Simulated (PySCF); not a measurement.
# C5H4ClF3: excited-state calculation

- system: C5H4ClF3, SMILES FC(F)=C(F)C1(Cl)CC1
- method: TDDFT B97-2/def2-SVPD, vertical, gas phase, core orbitals frozen in the response (PySCF 2.14.0)

The run did not end well. The geometry comes from this level: GFN2-xTB.

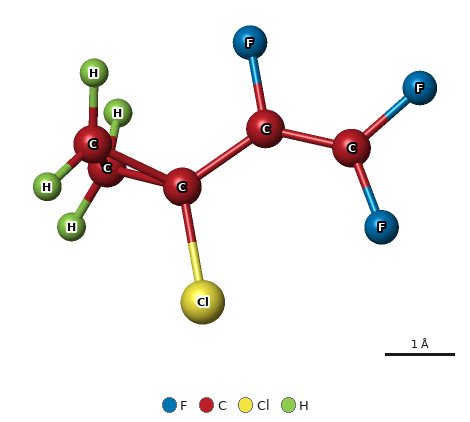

The structure as given in the input (ball-and-stick view, seen at a tilt).

The input
```
{"job": {"kind": "uv", "xc": "B97-2", "basis": "def2-SVPD", "nstates": 12, "ntriplets": 0, "tda": false, "scf": {"diis": false, "max_cycle": 62}}, "charge": 0, "multiplicity": 1}
F      2.086392    -0.910680     1.915972
C      2.087442    -0.569789     0.639688
F      3.315585    -0.640563     0.143820
C      1.028625    -0.202899    -0.079064
F      1.264552     0.116541    -1.372146
C     -0.389067    -0.070111     0.310467
Cl    -0.744353    -0.628101     1.941771
C     -1.451362    -0.269541    -0.738956
C     -1.175643     1.103679    -0.216473
H     -2.356489    -0.765321    -0.426494
H     -1.125730    -0.520318    -1.737136
H     -1.890875     1.554526     0.452726
H     -0.653465     1.803063    -0.851903
```

The first line tells a small driver script what to run in PySCF; the rest is the geometry in Å.

Run on 1 CPU thread, shared host.

Run as:
```bash
OMP_NUM_THREADS=1 python <driver script> task.json out
```

What the program printed
```
final grid: 124088 points
cycle   1  E = -951.8876588815  dE =  1.492e+00  |g| = 7.476e-01  |ddm| = 6.170e+00
cycle   2  E = -951.7426826838  dE =  1.450e-01  |g| = 1.183e+00  |ddm| = 2.666e+00
cycle   3  E = -951.4554822144  dE =  2.872e-01  |g| = 1.689e+00  |ddm| = 3.862e+00
cycle   4  E = -949.9211630551  dE =  1.534e+00  |g| = 3.435e+00  |ddm| = 7.549e+00
cycle   5  E = -946.3433321652  dE =  3.578e+00  |g| = 4.604e+00  |ddm| = 1.081e+02
cycle   6  E = -908.8619060817  dE =  3.748e+01  |g| = 1.232e+01  |ddm| = 1.079e+02
cycle   7  E = -792.9974209507  dE =  1.159e+02  |g| = 1.530e+01  |ddm| = 2.925e+02
cycle   8  E = -663.9656743007  dE =  1.290e+02  |g| = 2.542e+01  |ddm| = 2.868e+02
cycle   9  E = -638.2600744416  dE =  2.571e+01  |g| = 2.057e+01  |ddm| = 5.965e+02
cycle  10  E = -502.0921832440  dE =  1.362e+02  |g| = 2.505e+01  |ddm| = 5.996e+02
[... 42 cycles left out ...]
cycle  53  E = -619.9969820021  dE = -1.781e+02  |g| = 2.039e+01  |ddm| = 3.993e+02
cycle  54  E = -441.8931489392  dE =  1.781e+02  |g| = 2.585e+01  |ddm| = 3.993e+02
cycle  55  E = -619.9969820021  dE = -1.781e+02  |g| = 2.039e+01  |ddm| = 3.993e+02
cycle  56  E = -441.8931489392  dE =  1.781e+02  |g| = 2.585e+01  |ddm| = 3.993e+02
cycle  57  E = -619.9969820021  dE = -1.781e+02  |g| = 2.039e+01  |ddm| = 3.993e+02
cycle  58  E = -441.8931489392  dE =  1.781e+02  |g| = 2.585e+01  |ddm| = 3.993e+02
cycle  59  E = -619.9969820021  dE = -1.781e+02  |g| = 2.039e+01  |ddm| = 3.993e+02
cycle  60  E = -441.8931489392  dE =  1.781e+02  |g| = 2.585e+01  |ddm| = 3.993e+02
cycle  61  E = -619.9969820021  dE = -1.781e+02  |g| = 2.039e+01  |ddm| = 3.993e+02
cycle  62  E = -441.8931489392  dE =  1.781e+02  |g| = 2.585e+01  |ddm| = 3.993e+02
SCF not converged, last energy = -441.8931489392
```

Outcome

```csv
quantity,value
outcome,not converged
total energy,−441.893149 hartree
HOMO,−118.88 eV
LUMO,−116.77 eV
dipole moment,615.97 D
wall time,97 s
peak memory,0.79 GiB
```

What went wrong

Some settings of this run were drawn to be unusual or wrong. The run did not converge. At least one of its steps failed, so the values that rest on that step are not results.
